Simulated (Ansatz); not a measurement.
# TaInSe3 (model cell, started as cubic perovskite with Ta in the octahedra): a soft mode frozen in, part 2 of 3

Wanted: the energy along a soft mode of TaInSe3 (model cell, started as cubic perovskite with Ta in the octahedra) and the structure at the end.

Ansatz 0.2.0; DFT PBEsol, scalar-relativistic, plane waves, PAW.

So far, highest frequency on the path or at a solved wavevector (cm⁻¹): step 2 (phonons on a q mesh) 300. Also lowest frequency on the path (cm⁻¹): step 2 -71.4.

The structure was built from a prototype and need not be the compound's stable phase.

**5. Energy along the mode, all amplitudes (two of the runs are shown above)**

An imaginary frequency means negative curvature, so the energy should fall and then rise again as anharmonic terms take over.

Numbers from this step:

| Quantity | Value |
| --- | --- |
| depth at the lowest point sampled | 96.01 meV/atom |
| largest atomic shift at that point | 0.6 Å |

Table of energy from the parent by largest atomic shift:

| largest atomic shift (Å) | energy from the parent (meV/atom) |
| --- | --- |
| 0.000 | 0 |
| 0.040 | -0.684 |
| 0.080 | -2.71 |
| 0.140 | -8.17 |
| 0.220 | -20.0 |
| 0.320 | -40.9 |
| 0.450 | -71.2 |
| 0.600 | -96.0 |

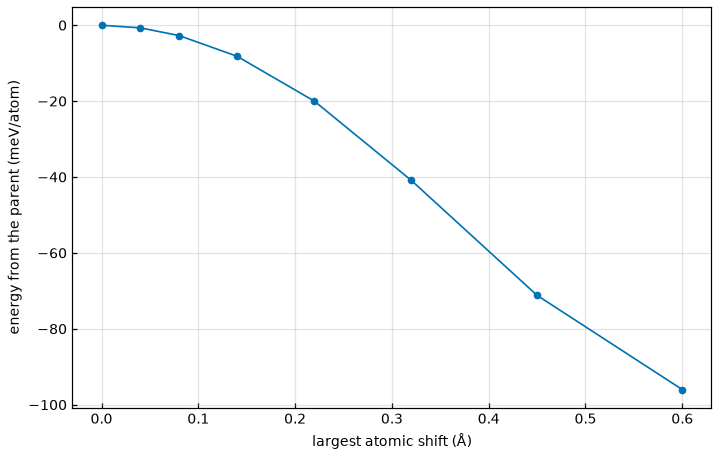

Energy from the parent, plotted against largest atomic shift.

Displacement at unit largest shift by atom:

| atom | x (Å) | y (Å) | z (Å) | size |
| --- | --- | --- | --- | --- |
| In1 | 0.000 | 0.000 | 0.000 | 0.000 |
| In2 | 0.000 | 0.000 | 0.000 | 0.000 |
| Ta3 | 0.000 | 0.000 | 0.000 | 0.000 |
| Ta4 | 0.000 | 0.000 | 0.000 | 0.000 |
| Se5 | 0.707 | 0.707 | 0.000 | 1.000 |
| Se6 | -0.707 | -0.707 | 0.000 | 1.000 |
| Se7 | -0.707 | 0.000 | -0.707 | 1.000 |
| Se8 | 0.707 | 0.000 | 0.707 | 1.000 |
| Se9 | 0.000 | -0.707 | 0.707 | 1.000 |
| Se10 | 0.000 | 0.707 | -0.707 | 1.000 |

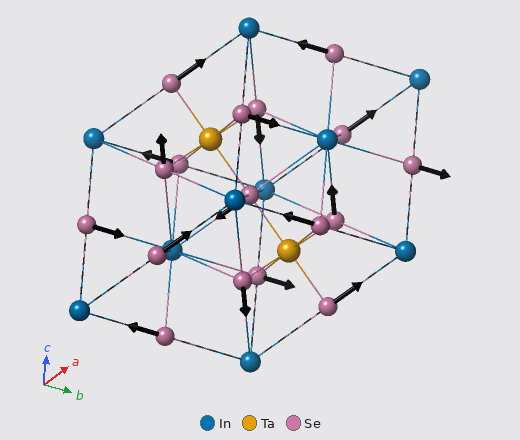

Displacement at unit largest shift as arrows, the longest 1.000 Å. Some periodic images of atoms are drawn too.

The lowest of the steps tried is the last one, at 0.6 Å, 96.0 meV/atom below the parent; the bottom of the well need not coincide with a step.

**6. Relaxing from the distorted cell**

Starting from the lowest point found, all atoms and the cell are let go, so that strain and other modes of the same symmetry can join in.

input.yaml

```yaml
crystal:
  lattice:
    - [5.019252156, 5.019252156, 0.0]
    - [5.019252156, 0.0, 5.019252156]
    - [5.019252156, 0.0, -5.019252156]
  atoms:
    - { symbol: In, position: [0.0, 0.0, 0.0] }
    - { symbol: In, position: [0.0, 0.5, 0.5] }
    - { symbol: Ta, position: [0.5, 0.25, 0.75] }
    - { symbol: Ta, position: [0.5, 0.75, 0.25] }
    - { symbol: Se, position: [0.584527347, 0.0, 1.0] }
    - { symbol: Se, position: [0.415472653, 0.5, 0.5] }
    - { symbol: Se, position: [0.0, 0.415472653, 0.0] }
    - { symbol: Se, position: [0.0, 0.084527347, 0.5] }
    - { symbol: Se, position: [0.415472653, 0.584527347, 0.0] }
    - { symbol: Se, position: [0.584527347, -0.084527347, 0.5] }
kpoints:
  mp_grid: { grid: [6, 6, 6] }
hamiltonian:
  xc: pbesol
scf:
  occupations: { method: methfessel_paxton, width: 0.15 }
output:
  forces: true
  stress: true
  eigenvalues: true
  write_density: true
  write_potential: true
  elf: true
  volumetric_format: npy
relax:
  adjacent_minimum: "off"
  f_tol: 0.002
  max_steps: 120
  cell: { stress_tol: 0.03 }
```

Run with:

```
$ ansatz run input.yaml --threads 8 --pin off --max-ram 14336MiB --backend cpu --events-out ev --progress --plain --runs-dir out
```

Numbers of over 12 decimals in the logs are rounded to 6 here.

Log:

```text
[...]
Crystal: 10 atoms, lattice volume = 252.899 Å³
Basis set: ecut = 420 eV, 4957 PW (Γ), exchange–correlation on 96×96×96 points (8 copies of the dense FFT grid, shifted against one another)
Bands: 89, of which v1, the nominal top of the filled ones, is band 74 counted from 1 (73 counted from 0)
Symmetry: 12 space group operations
[...]
k-points: 32 of 216
[...]
SCF iter   1: F=—  HF=-63213.495351 eV  |F-HF|=—  |Δ(HF+E_count)|=         —  Δρ=4.29e-3  dr2=7.73e-2  ethr=1.77e-3  ⟨swp⟩=6.3  Hψ=10057  notcnv=0
[...]
SCF iter   7: F=-63213.477397 eV  HF=-63213.477397 eV  |F-HF|=1.29e-8  |Δ(HF+E_count)|=   1.87e-7  S|Δr|=    0.00e0  Δρ=5.32e-6  dr2=9.93e-8  ethr=6.76e-11  ⟨swp⟩=11.2  Hψ=21479  notcnv=0
SCF 1 converged in 7 iterations: F = -63213.477397 eV  dr2 = 9.93e-8
[...]
relax step   1: F+E_penalty+E_count = -63213.47739702 eV  Δ(F+E_penalty+E_count) = +0.000e0 eV  max|allowed force component| = 1.145e-1 eV/Å  Δτ_max = 0.0000 Å  P = -4.306 GPa  Ω = 252.899 Å³  (7 SCF iters, dr2 threshold 1.00e-7 eV, accepted)
Crystal: 10 atoms, lattice volume = 230.467 Å³
Basis set: ecut = 420 eV, 4537 PW (Γ), exchange–correlation on 96×96×96 points (8 copies of the dense FFT grid, shifted against one another)
[...]
SCF iter   7: F=-63213.786552 eV  HF=-63213.786552 eV  |F-HF|=4.49e-8  |Δ(HF+E_count)|=   1.20e-6  S|Δr|=    0.00e0  Δρ=1.28e-5  dr2=5.01e-7  ethr=6.76e-10  ⟨swp⟩=10.4  Hψ=23170  notcnv=0
SCF 2 converged in 7 iterations: F = -63213.786552 eV  dr2 = 5.01e-7
[...]
relax step   2: F+E_penalty+E_count = -63213.78655165 eV  Δ(F+E_penalty+E_count) = -3.092e-1 eV  max|allowed force component| = 2.586e-1 eV/Å  Δτ_max = 0.0520 Å  P = +1.949 GPa  Ω = 230.467 Å³  energy of the carried Pulay correction = +3.742e-3 eV  (7 SCF iters, dr2 threshold 1.00e-6 eV, accepted)
Crystal: 10 atoms, lattice volume = 230.580 Å³
Basis set: ecut = 420 eV, 4513 PW (Γ), exchange–correlation on 96×96×96 points (8 copies of the dense FFT grid, shifted against one another)
[...]
SCF iter   7: F=-63213.936447 eV  HF=-63213.936447 eV  |F-HF|=1.28e-8  |Δ(HF+E_count)|=   8.39e-8  S|Δr|=    0.00e0  Δρ=5.46e-6  dr2=8.52e-8  ethr=6.76e-10  ⟨swp⟩=11.3  Hψ=23286  notcnv=0
SCF 3 converged in 7 iterations: F = -63213.936447 eV  dr2 = 8.52e-8
  Residual-converged pass: ⟨swp⟩=1.0  Hψ=2977  notcnv=0  max |occ|·‖R‖ = 7.0e-9 eV (tolerance 1.0e-8 eV)  dr2=8.52e-8  dr2_onsite=6.91e-9  max |Δocc| = 6.2e-10
relax step   3: F+E_penalty+E_count = -63213.93644714 eV  Δ(F+E_penalty+E_count) = -1.499e-1 eV  max|allowed force component| = 5.624e-2 eV/Å  Δτ_max = 0.0998 Å  P = +0.149 GPa  Ω = 230.580 Å³  energy of the carried Pulay correction = +3.722e-3 eV  (7 SCF iters, dr2 threshold 1.00e-6 eV, accepted)
[...]
relax step   4: F+E_penalty+E_count = -63213.94158128 eV  Δ(F+E_penalty+E_count) = -5.134e-3 eV  max|allowed force component| = 2.520e-2 eV/Å  Δτ_max = 0.0347 Å  P = +0.074 GPa  Ω = 229.323 Å³  energy of the carried Pulay correction = +3.942e-3 eV  (7 SCF iters, dr2 threshold 1.98e-7 eV, accepted)
[...]
relax step   5: F+E_penalty+E_count = -63213.94233265 eV  Δ(F+E_penalty+E_count) = -7.514e-4 eV  max|allowed force component| = 6.454e-3 eV/Å  Δτ_max = 0.0101 Å  P = +0.037 GPa  Ω = 229.615 Å³  energy of the carried Pulay correction = +3.891e-3 eV  (7 SCF iters, dr2 threshold 3.97e-8 eV, accepted)
[...]
relax step   6: F+E_penalty+E_count = -63213.94261284 eV  Δ(F+E_penalty+E_count) = -2.802e-4 eV  max|allowed force component| = 5.273e-4 eV/Å  Δτ_max = 0.0001 Å  P = +0.001 GPa  Ω = 229.872 Å³  energy of the carried Pulay correction = +3.846e-3 eV  (5 SCF iters, dr2 threshold 5.57e-8 eV, accepted)
[...]
SCF iter   7: F=-63213.939545 eV  HF=-63213.939545 eV  |F-HF|=1.46e-11  |Δ(HF+E_count)|=  4.37e-11  S|Δr|=    0.00e0  Δρ=4.28e-8  dr2=4.79e-12  ethr=1.00e-12  ⟨swp⟩=6.0  Hψ=11847  notcnv=0
SCF 7 converged in 7 iterations: F = -63213.939545 eV  dr2 = 4.79e-12
relax step   7: F+E_penalty+E_count = -63213.93954531 eV  Δ(F+E_penalty+E_count) = +3.068e-3 eV  max|allowed force component| = 4.823e-4 eV/Å  Δτ_max = 0.0000 Å  P = -0.006 GPa  Ω = 229.872 Å³  stress off target by 2.04e-2 GPa  SCF on the basis re-selected at this cell (its energy is not comparable with the rows above)  (7 SCF iters)
basis re-selected at this cell: Δ(F+E_penalty+E_count) = +3.068e-3 eV, ΔP = -0.006 GPa vs the last step (what re-selecting the basis moved, of the pressure what is left beyond the Pulay correction that the steps carried, after the strain that the cell walked since its last selection, with what the two solves' SCF thresholds leave and, on support functions, any second-order correction that the steps lacked; it is no m [...]
SCF converged after 7 iterations
[...]
Free energy (F): -63213.939545 eV
[...]
Internal energy: -63213.940585 eV  (E = F + TS)
E sigma→0 (E₀):  -63213.939805 eV
Entropy (-TS):   0.001039 eV (0.104 meV/atom)
Fermi energy:    10.874360 eV
[...]
--- Forces (eV/Å), atoms counted from 1 ---
  atom   1  In     0.00000000     0.00000000    -0.00000000
  atom   2  In    -0.00000000    -0.00000000     0.00000000
  atom   3  Ta    -0.00000000     0.00000000     0.00000000
  atom   4  Ta    -0.00000000     0.00000000     0.00000000
  atom   5  Se     0.00048229     0.00048229     0.00000000
  atom   6  Se    -0.00048229    -0.00048229    -0.00000000
  atom   7  Se    -0.00048229    -0.00000000    -0.00048229
  atom   8  Se     0.00048229     0.00000000     0.00048229
  atom   9  Se     0.00000000    -0.00048229     0.00048229
  atom  10  Se    -0.00000000     0.00048229    -0.00048229
  max |Σ_I F_I| component: 8.73e-18 eV/Å
--- Stress (GPa, compression-positive) ---
       -0.005546       0.007427       0.007427
        0.007427      -0.005546      -0.007427
        0.007427      -0.007427      -0.005546
  P = ⅓ Tr σ = -0.0055 GPa (-0.055 kbar)
--- Band table (eV; the first three rows and the last of 32) ---
  k-point 0: bands = [... 70 lower, 9.5282, 9.9226, 10.4856, 10.4856, 10.5022, 10.9732, 11.4562, 11.7561, ... 11 higher]
  k-point 1: bands = [... 70 lower, 9.5753, 9.5753, 10.0044, 10.9695, 10.9695, 11.0342, 11.8496, 11.8496, ... 11 higher]
  k-point 2: bands = [... 70 lower, 9.4347, 9.4347, 10.0742, 10.9494, 11.4979, 11.4979, 11.9336, 11.9336, ... 11 higher]
  k-point 31: bands = [... 70 lower, 9.0766, 9.0766, 9.9336, 9.9336, 11.5408, 11.5408, 12.2582, 12.2582, ... 11 higher]
--- Relaxed structure (6 steps of the walk, 6 accepted, 1 SCFs on fresh bases) ---
  F+E_penalty+E_count = -63213.93954531 eV   max|allowed force component| = 4.823e-4 eV/Å   (the final SCF, on the basis selected at the relaxed cell)
  cell:  # Å, volume = 229.8721 Å³
    - [4.968468, 4.968468, 0.0]
    - [4.968468, 0.0, 4.968468]
    - [4.760144, 0.208324, -4.760144]
  atoms:
    - { symbol: In, position: [0, 0, 3.457489379688018e-19] }
    - { symbol: In, position: [2.8731357570865868e-18, 0.5, 0.500000] }
    - { symbol: Ta, position: [0.500000, 0.250000, 0.75] }
    - { symbol: Ta, position: [0.5, 0.750000, 0.250000] }
    - { symbol: Se, position: [0.609355, -5.551115123125783e-17, 1.0] }
    - { symbol: Se, position: [0.390645, 0.500000, 0.500000] }
    - { symbol: Se, position: [1.734723475976807e-18, 0.390645, 0.0] }
    - { symbol: Se, position: [-1.734723475976807e-18, 0.109355, 0.500000] }
    - { symbol: Se, position: [0.390645, 0.609355, -1.6653345369377348e-16] }
    - { symbol: Se, position: [0.609355, -0.109355, 0.500000] }
```

Wall time 1.9 min (8 threads of Arm Neoverse N1, shared host); peak memory 1.6 GiB; 13 min of CPU time.

Relaxation path:

| step | energy less that of the first step (eV) | largest force component (eV/Å) | pressure (GPa) | volume (Å³) |
| --- | --- | --- | --- | --- |
| 1 | 0.0000 | 0.1145 | -4.31 | 252.90 |
| 2 | -0.3092 | 0.2586 | 1.95 | 230.47 |
| 3 | -0.4590 | 0.0562 | 0.15 | 230.58 |
| 4 | -0.4642 | 0.0252 | 0.07 | 229.32 |
| 5 | -0.4649 | 0.0065 | 0.04 | 229.62 |
| 6 | -0.4652 | 0.0005 | 0.00 | 229.87 |
| 7* | -0.4621 | 0.0005 | -0.01 | 229.87 |

Relaxation steps marked * repeat the geometry before them on a plane-wave basis chosen anew for their cell, so energy and pressure can jump there.

Forces are held to the 12 operations that the run works with; a distortion that breaks them can't arise in this run.

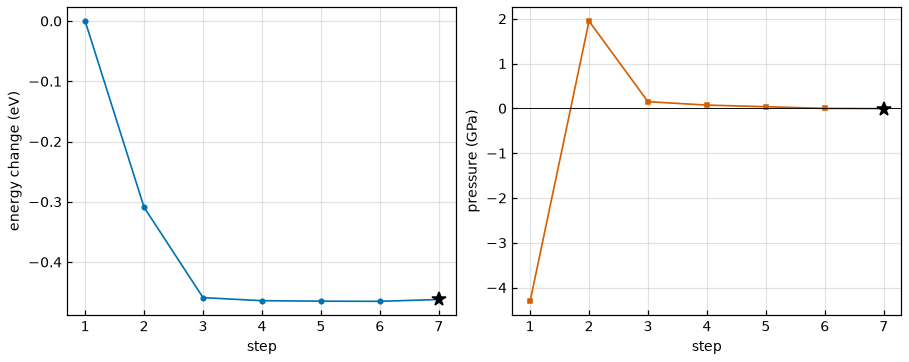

Energy and pressure along the relaxation. Stars mark steps on a basis chosen anew.

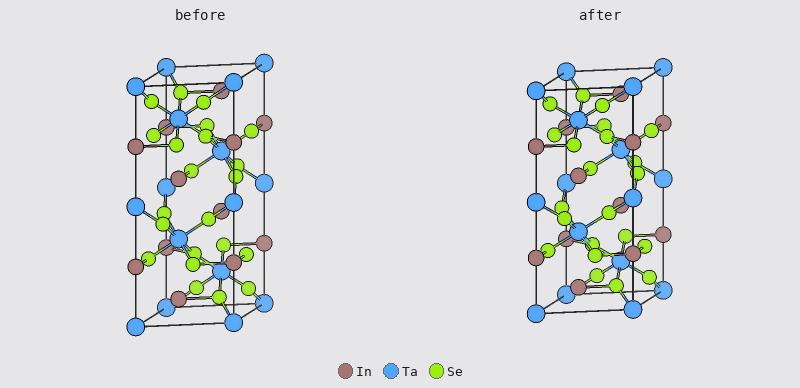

The structure before and after the relaxation, drawn at the same scale. Bonds to atoms that aren't drawn are left out.

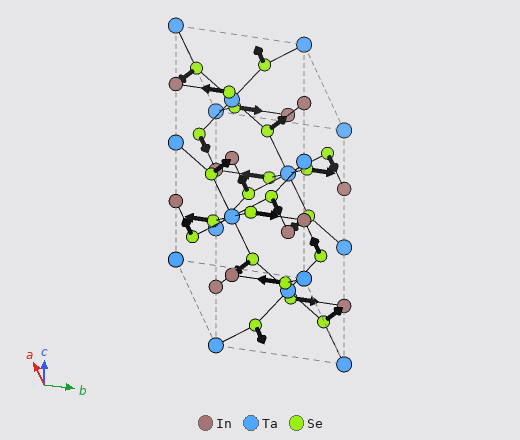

Displacements in the relaxation, exaggerated, measured against the changing cell; the longest in the cell stands for 0.17 Å. Bonds to atoms that aren't drawn are left out. Some periodic images of atoms are drawn too.

| conventional cell, symmetrised | before | after | change |
| --- | --- | --- | --- |
| a (Å) | 7.098 | 7.026 | -1.0 % |
| b (Å) | 7.098 | 7.026 | -1.0 % |
| c (Å) | 17.387 | 16.129 | -7.2 % |
| volume (Å³/atom) | 25.29 | 22.99 | -9.1 % |

The atoms that moved most (Å, as changes of fractional coordinates times the final cell):

| atom | dx | dy | dz | length |
| --- | --- | --- | --- | --- |
| Se5 | 0.123 | 0.123 | 0.000 | 0.174 |
| Se10 | 0.000 | 0.123 | -0.123 | 0.174 |
| Se9 | 0.000 | -0.123 | 0.123 | 0.174 |
| Se8 | 0.123 | 0.000 | 0.123 | 0.174 |
| Se6 | -0.123 | -0.123 | 0.000 | 0.174 |
| Se7 | -0.123 | 0.000 | -0.123 | 0.174 |

Numbers from this step:

- pressure: -0.005546 GPa
- volume per atom: 22.99 Å³

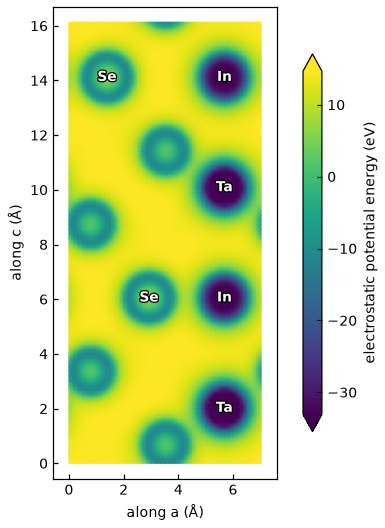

Electrostatic potential energy in the ac plane of the conventional cell at fractional y = 0.000, with atoms of In and Ta and Se within 0.2 Å of it. With pseudopotentials it is smooth inside the atoms' cores, unlike the true potential. The map starts off the cell's origin, so that atoms lie inside it.

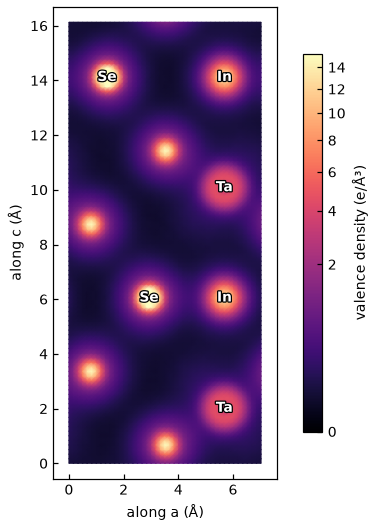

Valence density in the ac plane of the conventional cell at fractional y = 0.000, with atoms of In and Ta and Se within 0.2 Å of it. It is the smooth field of the valence electrons, not physical close to the nuclei. The map starts off the cell's origin, so that atoms lie inside it. The colour scale is stretched toward low values.

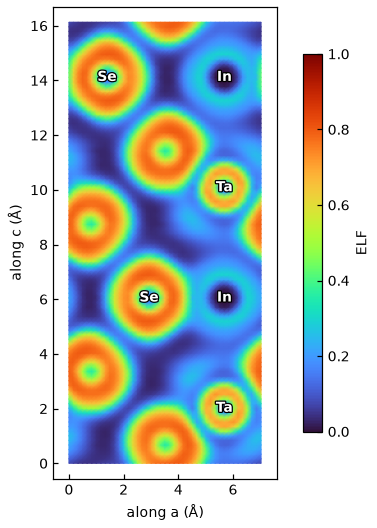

ELF in the ac plane of the conventional cell at fractional y = 0.000, with atoms of In and Ta and Se within 0.2 Å of it. It is the smooth field of the valence electrons, not physical close to the nuclei. The map starts off the cell's origin, so that atoms lie inside it.

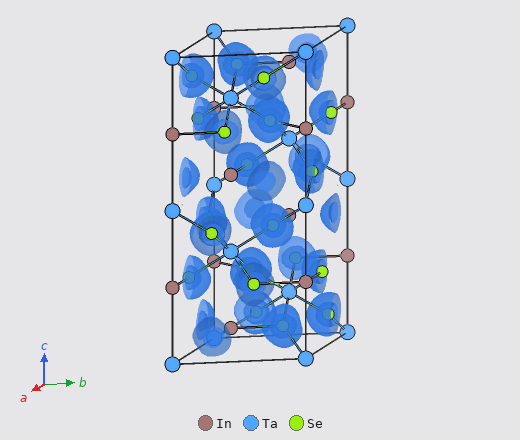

Surface of ELF = 0.73. Bonds to atoms that aren't drawn are left out.

The distorted start has space group R-3c; the relaxation ends in R-3c.

(Continued in part 3 of 3.)

[Logs are printed without paths, hosts, clocks, repeated set-up lines and the standing remarks that a program may print on its own settings, such as how far it seeks lower states.]

[Hosts, paths, dates, database ids (printed as entryN), source tags and the programs' standing remarks are cut or masked in the printed files.]
